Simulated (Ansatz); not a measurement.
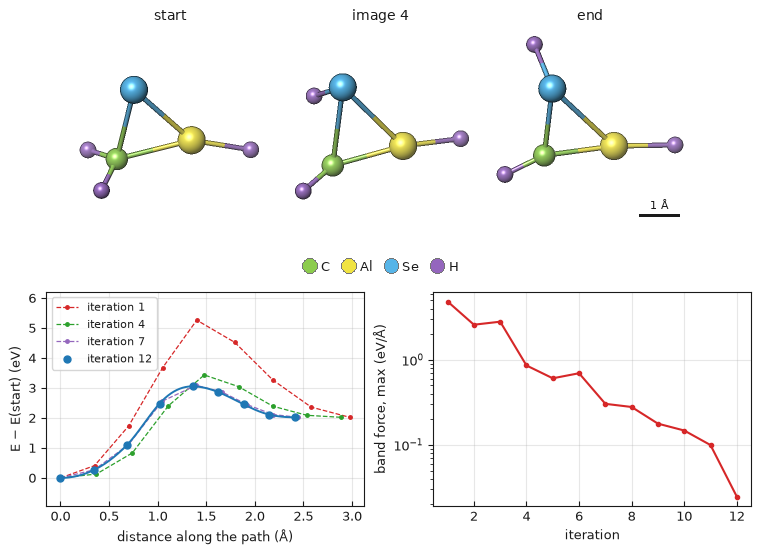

A nudged-elastic-band calculation for CH3AlSe. Images are numbered from 0 (start) to 8 (end). The plot follows the band through its iterations. The picture is a ball-and-stick view, seen at a tilt.

Computed with Ansatz 0.2.0, RKS PBE-D4/def2-SVP. Run with 7 movable images; climbing image; force threshold 0.05 eV/Å; iteration limit 60; starting path through a guess of the saddle point.

Question: Judge this run.

Answer: The result is final at these settings. The band converged in 12 iterations. The largest component of the band force went from 4.9 to 0.025 eV/Å. The climbing image converged on the top of the path. Its vibrational analysis gives one imaginary mode (1051i cm⁻¹), as a transition state must have. The first iteration put the highest image at 5.26 eV. The highest point, image 4, lies 3.05 eV above the start and 1.03 eV above the end; the end is at +2.02 eV relative to the start.

Cost: 3.1 min on 1 thread of Arm Neoverse V1, with other jobs on the host, peak memory 0.14 GiB.
